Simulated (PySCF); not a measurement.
# C₃H₁₁B₂N: what the fields show

```xyz
17

B     3.0961   -0.0258    0.6076
N     1.8550   -0.1590   -0.0424
B     0.5656    0.1128    0.4655
C    -0.7275   -0.1089   -0.4420
C    -1.6826   -1.1208    0.2065
C    -1.4714    1.2168   -0.6585
H     4.0806   -0.2955    0.0316
H     3.1181    0.3521    1.7129
H     1.8867   -0.4918   -0.9988
H     0.4672    0.5053    1.5631
H    -0.4615   -0.4991   -1.4332
H    -2.5660   -1.2677   -0.4136
H    -1.1921   -2.0829    0.3395
H    -2.0038   -0.7656    1.1828
H    -0.8328    1.9394   -1.1626
H    -2.3635    1.0640   -1.2649
H    -1.7749    1.6388    0.2967
```

Geometry: GFN2-xTB.

All numbers below come from PBE0/pcSseg-1, SCF density, gas phase, non-relativistic (PySCF).

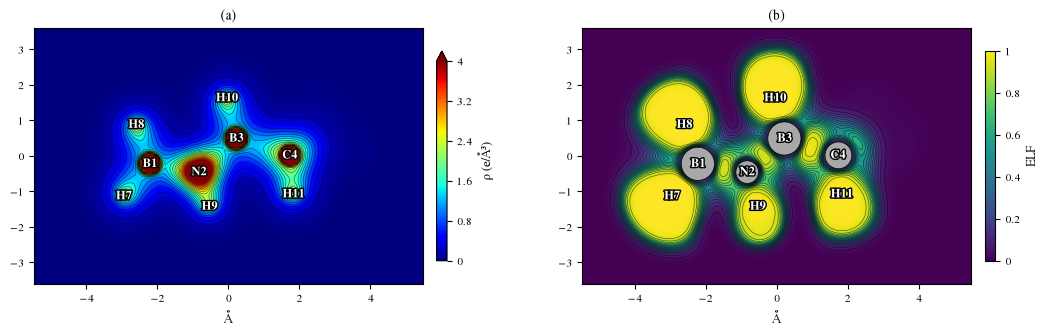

Figure 1. (a) total electron density; (b) ELF on the plane of atoms B3, C4 and H11. Grey discs cover the atomic cores in the ELF map.

**What does the map show?**

The plane passes through B, N, C and H nuclei.
B–N (1.41 Å): ρ is about 1.9 e/Å³ halfway; the ELF peaks at about 0.95 between the atoms; a short, strongly polar bond.
C–B (1.60 Å): the density is about 1.4 e/Å³ at the midpoint; the ELF peaks at about 1 between the atoms (a covalent bond).
N–H (1.01 Å): ρ is about 2.9 e/Å³ halfway; the ELF climbs to about 1 towards the hydrogen, as it does in any bond to H (an ordinary covalent bond to hydrogen).
C–H (1.10 Å): the density is about 1.9 e/Å³ at the midpoint; the ELF climbs to about 1 towards the hydrogen: an ordinary covalent bond to hydrogen.
B–H (1.17 Å): the density is about 1.3 e/Å³ at the midpoint; the ELF climbs to about 1 towards the hydrogen (an ordinary covalent bond to hydrogen).

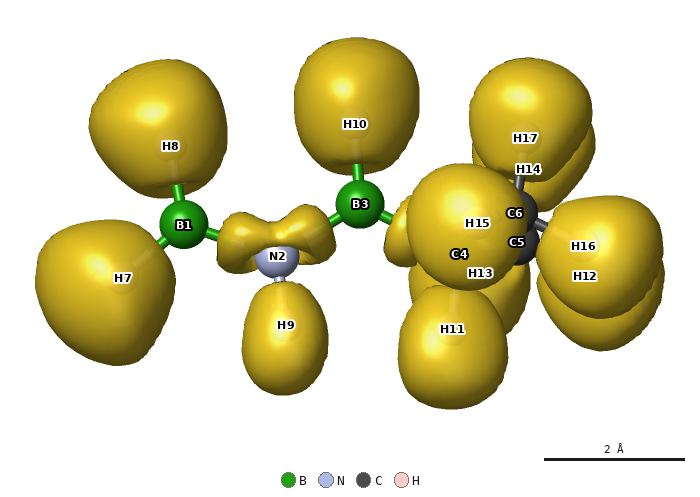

Figure 2. Isosurface of the electron localisation function at 0.8 (yellow), seen from one side. Core shells and regions of very low density are left out.

**Describe the localisation domains.**

The surface consists of one region between bonded B–C atoms (shared pairs), two regions between bonded C–C atoms (shared pairs), eleven regions around hydrogen nuclei and one region on N in which the atom's valence shell and bonds are merged. Profiles from the grid: C–C (1.54 Å): the ELF peaks at about 0.95 between the atoms (a covalent bond).

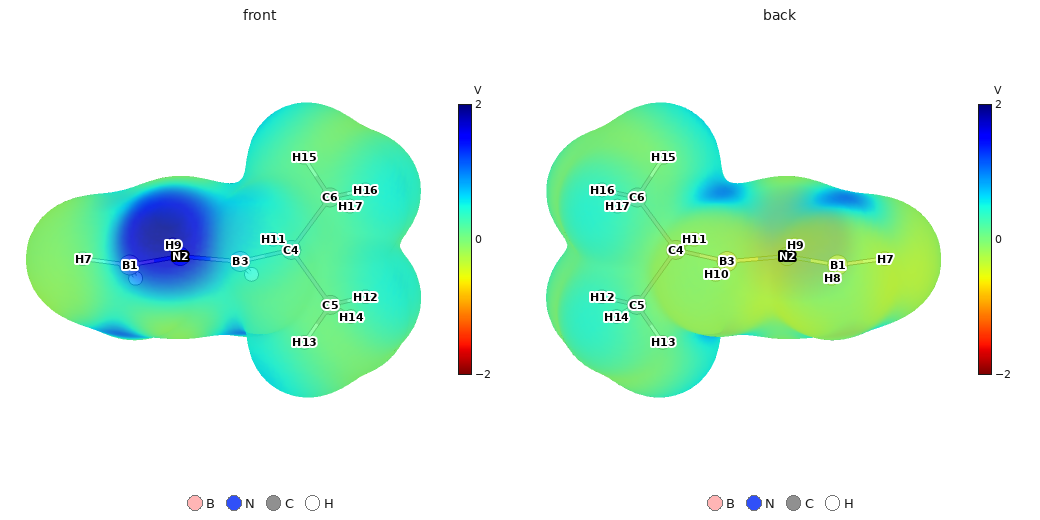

Figure 3. The electrostatic potential painted on the density surface at 0.002 e/bohr³, seen from the front and from behind; red is negative and blue positive.

**Which sites attract a positive test charge, and which a negative one?**

A positive charge is drawn to the negative regions and a negative charge to the positive ones. The most negative region (about −0.4 V, or −9 kcal/mol for a unit charge) lies over H8 and H10, the most positive (about +1.7 V, or +39 kcal/mol for a unit charge) over H9.
